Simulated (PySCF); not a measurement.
**La⁺: atomic calculation**

- system: La⁺, configuration 1s2 2s2 2p6 3s2 3p6 3d10 4s2 4p6 4d10 4f1 5s2 5p6 5d1, multiplicity 3.
- method: unrestricted revPBE, x2c-TZVPPall plus 1 even-tempered diffuse shell per l, spin-free X2C-1e, Gaussian nucleus (PySCF)

## The input
```python
from pyscf import gto, scf, dft, mp, cc
import basis_set_exchange as bse
mol = gto.M(atom="La 0 0 0", charge=1, spin=2, symmetry="D2h",
            basis=gto.basis.parse(bse.get_basis("x2c-TZVPPall", elements=["La"], fmt="nwchem", augment_diffuse=1)),
            nucmod="G")
mf = dft.UKS(mol, xc="PBE_R,PBE").sfx2c1e()
mf.irrep_nelec = {'Ag': (10, 9), 'B1g': (2, 2), 'B2g': (2, 2), 'B3g': (2, 2), 'B1u': (4, 4), 'B2u': (5, 4), 'B3u': (4, 4)}
mf.kernel()
```

The script is an equivalent of what the driver set up; the driver started from orbitals of its own, so the log can be shorter than this script's would be, and it computed the properties (radii, ⟨L²⟩, response) afterwards. It held the occupations shell by shell, which the script's counts by irreducible representation don't always enforce.

## The program's output (extracts)
```
damping factor = 0
level_shift factor = 0
DIIS = <class 'pyscf.scf.diis.CDIIS'>
diis_start_cycle = 1
diis_space = 10
diis_damp = 0
SCF conv_tol = 1e-09
SCF conv_tol_grad = None
number electrons alpha = 29  beta = 27
XC functionals = PBE_R,PBE
    Y. Zhang and W. Yang.,  Phys. Rev. Lett. 80, 890 (1998)
    J. P. Perdew, K. Burke, and M. Ernzerhof.,  Phys. Rev. Lett. 77, 3865 (1996)
    J. P. Perdew, K. Burke, and M. Ernzerhof.,  Phys. Rev. Lett. 78, 1396 (1997)
cycle= 1 E= -8491.99370636213  delta_E= -0.0173  |g|= 0.0358  |ddm|= 0.626
cycle= 2 E= -8491.9938741786  delta_E= -0.000168  |g|= 0.04  |ddm|= 0.92
cycle= 3 E= -8491.99275213854  delta_E= 0.00112  |g|= 0.0113  |ddm|= 0.452
cycle= 4 E= -8491.99270825666  delta_E= 4.39e-05  |g|= 0.0112  |ddm|= 0.173
cycle= 5 E= -8491.99273671655  delta_E= -2.85e-05  |g|= 0.00224  |ddm|= 0.0274
cycle= 6 E= -8491.99273370206  delta_E= 3.01e-06  |g|= 0.00091  |ddm|= 0.0414
cycle= 7 E= -8491.99273310142  delta_E= 6.01e-07  |g|= 0.000238  |ddm|= 0.0126
cycle= 8 E= -8491.99273315307  delta_E= -5.16e-08  |g|= 9.2e-05  |ddm|= 0.00143
cycle= 9 E= -8491.99273314406  delta_E= 9.01e-09  |g|= 1.81e-05  |ddm|= 0.00153
cycle= 10 E= -8491.99273314476  delta_E= -6.98e-10  |g|= 1.62e-05  |ddm|= 0.000263
converged SCF energy = -8491.99273314476  <S^2> = 2.0010576  2S+1 = 3.000705
```

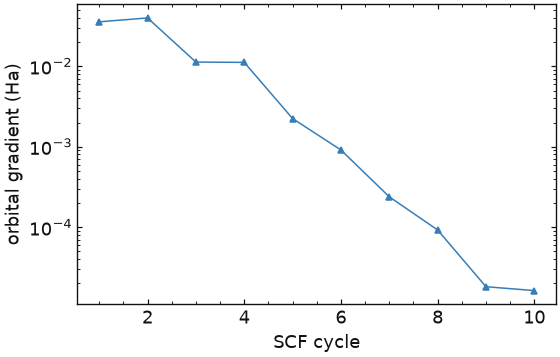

Convergence: orbital gradient against the SCF cycle. The residual falls almost steadily, with no more than small rises or pauses. It goes from 0.036 to 1.6×10⁻⁵ in 10 steps.

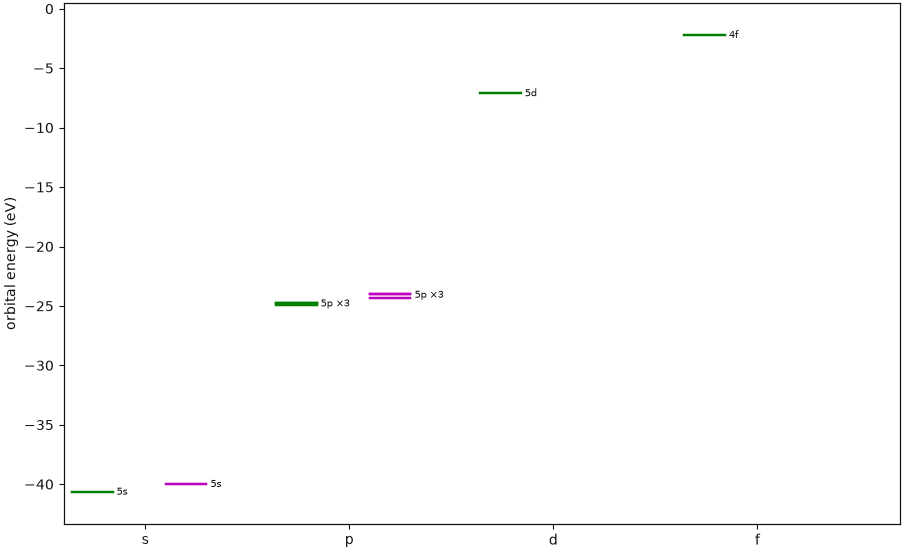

Orbital energies of the mean field, from the top down to −40.7 eV, by angular momentum, α spin at the left of each column and β at the right; ×n counts the orbitals under one label. Empty levels that the record names by l alone aren't drawn. The highest filled orbital is 4f α at −2.23 eV, the lowest empty one s α at −7.30 eV.

## Summary

- outcome: converged
- total energy: −8491.9927 hartree
- ⟨S²⟩: 2.001
- ⟨L²⟩: 17.99
- SCF iterations: 10
- hardware: 1 CPU thread, shared host
- CPU time: 13 s (integrals apart)

## Remarks

The driver held the occupations shell by shell, and empty s, d and p levels lie below the filled 4f. The script shown fixes the counts by irreducible representation only, so by itself it can fall to another configuration. This is not the ground configuration of the species. ⟨L²⟩ departs from that of the intended term, so the determinant mixes terms.
